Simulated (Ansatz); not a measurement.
Fields on a plane of SnO (litharge type, space group P4/nmm)

```xyz
4
Lattice="3.8371 0.0000 0.0000 0.0000 3.8371 0.0000 0.0000 0.0000 4.7586" Properties=species:S:1:pos:R:3 pbc="T T T"
Sn     1.9185     0.0000     1.1584
Sn     0.0000     1.9185     3.6002
O      0.0000     0.0000     0.0000
O      1.9185     1.9185     0.0000
```

The slice is a (010) plane (indices of the conventional cell) through the point (0.500, 0.500, 0.000) (fractional), spanned by u = [100] and v = [001] in vectors of this cell: u (3.84 Å) and v (4.76 Å, at 90° to u). It covers one period; positions are fractions (u, v).

Atoms on it: Sn at (0.50, 0.76); O at (0.00, 0.00).

The numbers are results of PBE-D3(BJ) (plane waves to 420 eV, PAW, scalar-relativistic; Ansatz, a first-principles code), not measurements. k mesh 12×12×10. Inside the PAW spheres the values are not all-electron values, and peaks at nuclei hang on which shells count as valence. At this level the bands of SnO touch or barely overlap; measurements give the solid a gap. SnO was relaxed with its symmetry unable to fall.

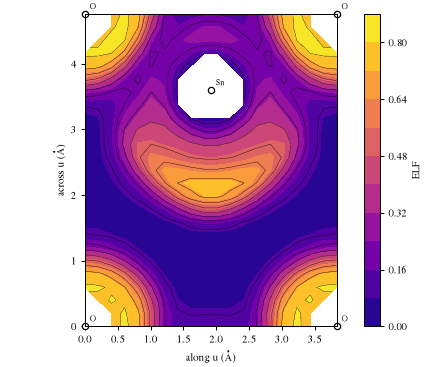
*Electron localisation function (ELF), one period of the plane, atoms marked. Points within 0.4 Å of a nucleus are left white, as the pseudised field means little there.*

```
|xxxxxxxxxx33000000000000000033xxxxxxxx|
|xxxxxxxxxx000000xxxxxxxx000000xxxxxxxx|
|xxxxxxxx110000xxxxxxxxxxxx000011xxxxxx|
|xxxxxx440000xxxxxxxxxxxxxxxx000044xxxx|
|888866440000xxxxxxxxxxxxxxxx0000446688|
|998877330000xxxxxxxxxxxxxxxx0000337788|
|998877440000xxxxxxxxxxxxxxxx0000447788|
|998877440000xxxxxxxxxxxxxxxx0000447788|
|99887766330000xxxxxxxxxxxx000033667788|
|9999887755220000xxxxxxxx00002255778899|
|99998888775522000000000000225577888899|
|99999988887766443322223344667788889999|
|99999999888888777766667777888888999999|
|99999999999999998888888899999999999999|
|99999999999999999999999999999999999999|
|99999999999999999999999999999999999999|
|99999999999999999999999999999999999999|
|99999999999999999999999999999999999999|
|88888899999999999999999999999999998888|
|xxxxxx8899999999999999999999999988xxxx|
|xxxxxxxx889999888888888888999988xxxxxx|
|xxxxxxxxxx88887766666666778888xxxxxxxx|
|xxxxxxxxxx77665544333344556677xxxxxxxx|
|xxxxxxxxxx55441100000000114455xxxxxxxx|
```
Scale: ten equal steps from -3.00 (start of '0') to 5.86 (end of '9'), in the order '0123456789'. Values: electrostatic potential energy of an electron, from the cell's mean, in eV. The map has 19 points along u (two characters each, u = 0 at the left) and 24 along v (v = 0 in the bottom row). Points within 0.9 Å of a nucleus are blanked (x), as the pseudised field means little there. Values under -3 eV are set to -3. The zero, the cell's mean, hangs on the PAW cores.

| Quantity | Result |
|---|---|
| Density on the Sn–O line (2.24 Å) at its midpoint | 0.46 e/Å³ |
| ELF at that point | 0.2 |
